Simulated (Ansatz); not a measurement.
# Trisilylamine (Si3NH9): up Jacob's ladder to CCSD(T)

Aim: compute trisilylamine (Si3NH9) with functionals from several rungs and with coupled cluster, and see how far each lands from CCSD(T) at the basis-set limit for the atomisation energy.

Computed with Ansatz 0.2.0, Gaussian basis. Level: functionals in def2-TZVPP, the program's frozen cores in correlated methods.

The runs, in order: LDA (SPW92), PBE-D4, revPBE-D4, BLYP-D4, r2SCAN-D4, B97M-V, PBE0-D4, B3LYP-D4, r2SCANh-D4, r2SCAN0-D4, HSE06-D4, BHLYP-D4, CAM-B3LYP-D4, LC-ωPBE, ωB97X-V, ωB97M-V, B2PLYP, PBE-QIDH; CCSD(T)/def2-SVP; CCSD(T)/def2-TZVPP; MP2/def2-QZVPP; extrapolation to the limit; RPA on PBE.

## Step 1: The relaxed structure

All runs share one geometry, relaxed beforehand with PBE0-D4 in a triple-zeta def2 set.

SMILES `[SiH3]N([SiH3])[SiH3]`, 13 atoms, charge 0, spin multiplicity 1.

Atoms are counted from 1 here; the program's logs count them from 0.

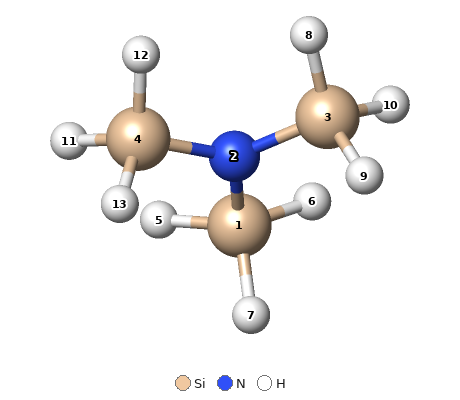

The structure; silicon light orange, nitrogen blue, hydrogen white; atoms are numbered from 1 in the order of the file.

## Step 2: LDA

This LDA is Slater exchange with PW92 correlation.

in.yaml reads:

```yaml
crystal:
  periodic: [false, false, false]
  atoms:
    - {symbol: Si, position_ang: [-0.529725, 1.425902, -0.832638]}
    - {symbol: N, position_ang: [-0.073912, -0.008430, 0.040225]}
    - {symbol: Si, position_ang: [0.779181, 0.134044, 1.549754]}
    - {symbol: Si, position_ang: [-0.260969, -1.569179, -0.705281]}
    - {symbol: H, position_ang: [-1.700745, 1.114165, -1.691059]}
    - {symbol: H, position_ang: [-0.870707, 2.494189, 0.140910]}
    - {symbol: H, position_ang: [0.567731, 1.925588, -1.706113]}
    - {symbol: H, position_ang: [0.527321, -1.083388, 2.361840]}
    - {symbol: H, position_ang: [2.249323, 0.267860, 1.354989]}
    - {symbol: H, position_ang: [0.294381, 1.342423, 2.264039]}
    - {symbol: H, position_ang: [-1.477626, -1.554057, -1.556650]}
    - {symbol: H, position_ang: [-0.386140, -2.597758, 0.358438]}
    - {symbol: H, position_ang: [0.902292, -1.926058, -1.563553]}
basis:
  gaussian: {orbitals: def2-TZVPP}
hamiltonian: {xc: lda}
output: {orbitals: {seedname: orbitals}}
```

On the command line:

```
> ansatz run in.yaml --threads 4 --pin off --events-out ev --progress --plain --max-ram 10444MiB
```

Further steps of the session: PBE-D4 (GGA); revPBE-D4 (GGA); BLYP-D4 (GGA); r2SCAN-D4 (meta-GGA); B97M-V (meta-GGA); PBE0-D4 (hybrid); B3LYP-D4 (hybrid); r2SCANh-D4 (hybrid); r2SCAN0-D4 (hybrid); HSE06-D4 (hybrid); BHLYP-D4 (hybrid); CAM-B3LYP-D4 (range-separated); LC-ωPBE (range-separated); ωB97X-V (range-separated); ωB97M-V (range-separated); B2PLYP (double hybrid); PBE-QIDH (double hybrid); CCSD(T) in def2-SVP; CCSD(T) in def2-TZVPP; MP2 in def2-QZVPP; RPA on PBE orbitals.

Before running them: what should the planned runs give, taken together? Wanted: atomisation energy, CCSD(T)/CBS; farthest beyond LDA; mean size of error, GGA; mean size of error, meta-GGA; mean size of error, hybrid; mean size of error, range-separated; mean size of error, double hybrid; gap, smallest and largest; T1 diagnostic.

**Answer**, as computed:

```
                               quantity                                      value
        atomisation energy, CCSD(T)/CBS                                  41.936 eV
    functionals within 0.210 eV (0.5 %)    B97M-V, B3LYP-D4, CAM-B3LYP-D4, ωB97M-V
                    farthest beyond LDA                      revPBE-D4 (-1.277 eV)
                mean size of error, GGA                                   0.854 eV
           mean size of error, meta-GGA                                   0.210 eV
             mean size of error, hybrid                                   0.538 eV
    mean size of error, range-separated                                   0.307 eV
      mean size of error, double hybrid                                   0.748 eV
              gap, smallest and largest  4.98 eV (LDA (SPW92)), 12.20 eV (LC-ωPBE)
                          T1 diagnostic                                     0.0114
triples share of the correlation energy                                      3.4 %
```

In words: LDA overbinds by 3.922 eV (9 %). PBE-D4 misses by -0.760 eV. Double hybrids carry the basis error of their MP2 part in triple zeta, and no dispersion term here, so their miss is partly the set-up's. By mean error the best rung here is meta-GGA (0.210 eV) and the worst beyond LDA is GGA (0.854 eV). double hybrid functionals lie within the reference's doubt of that worst mean (0.748 eV), so those two tie. The gap between the best rungs is small, so their order is not settled. Misses under about 0.210 eV are within the doubt on the reference itself, which lacks core-valence correlation, relativity and higher excitations. Hartree-Fock recovers 75 % of the binding; the rest is correlation. CCSD(T) in def2-SVP is off by -3.139 eV, so the small basis spoils what the method gains. Orbital gaps span 5.0 to 12.2 eV; exact exchange widens them.
